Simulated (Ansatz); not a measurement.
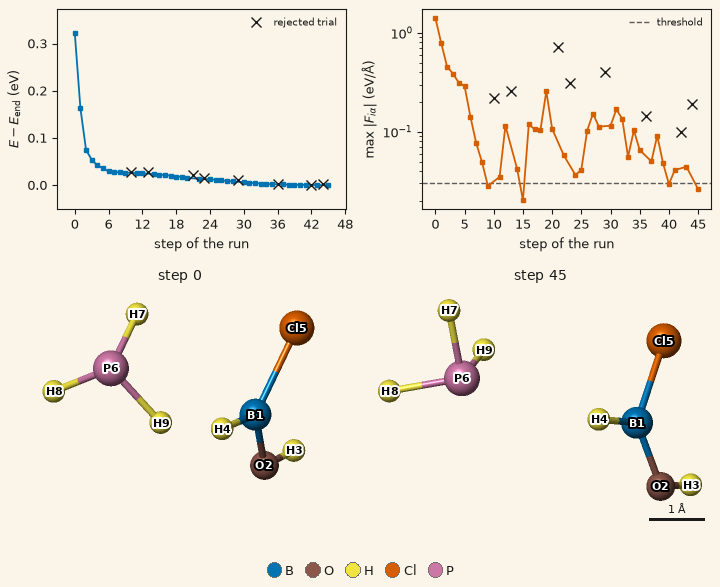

First and last geometry of a relaxation of BPH₅OCl, with the history of the run. A ball-and-stick model, seen at a tilt.

The run prepares an end point of a later path (reaction) calculation, from a guessed geometry.

All numbers below come from Ansatz, RHF/def2-SVP. Settings: no spin polarisation; force threshold 0.03 eV/Å; at most 50 steps.

Question: Read the history and describe the run.

Answer: It converged. H9 moves most after the best rigid fit: 2.09 Å. Largest moves by element: H 2.09 Å, O 1.06 Å, P 0.65 Å, Cl 0.53 Å, B 0.47 Å. Some distances before and after: B1–O2 1.366 → 1.330 Å, B1–Cl5 1.780 → 1.788 Å. The energy falls by 0.322 eV in 37 accepted moves (45 points after the start). The largest force component goes from 1.4 to 0.026 eV/Å. The line search rejected the trial steps at points 10, 13, 21, 23, 29, 36, 42, 44 of the run. The forces were under the threshold at step 9, but the run went on from there.

```
step  E − E(0), eV  largest force component, eV/Å      note
   0        0.0000                         1.4183          
   1       -0.1592                         0.7893          
   2       -0.2475                         0.4569          
   3       -0.2681                         0.3876          
   4       -0.2805                         0.3142          
   5       -0.2859                         0.2899          
   6       -0.2931                         0.1420          
   7       -0.2944                         0.0764          
   8       -0.2949                         0.0491          
   9       -0.2955                         0.0283          
  10       -0.2947                         0.2218  rejected
  12       -0.2969                         0.1149          
  14       -0.2984                         0.0422          
  16       -0.3009                         0.1188          
  17       -0.3018                         0.1059          
  19       -0.3042                         0.2571          
  21       -0.3011                         0.7137  rejected
  23       -0.3065                         0.3099  rejected
  25       -0.3109                         0.0414          
  27       -0.3130                         0.1526          
  28       -0.3142                         0.1126          
  30       -0.3156                         0.1151          
  32       -0.3178                         0.1354          
  34       -0.3197                         0.1033          
  36       -0.3193                         0.1437  rejected
  38       -0.3210                         0.0912          
  39       -0.3213                         0.0480          
  41       -0.3216                         0.0409          
  43       -0.3218                         0.0443          
  45       -0.3221                         0.0263
```

Limits of the set-up: the start holds two separate molecules, 2.2 Å apart at their closest, whose relative position is a soft coordinate and is computed without a dispersion correction; Hartree-Fock leaves out electron correlation.
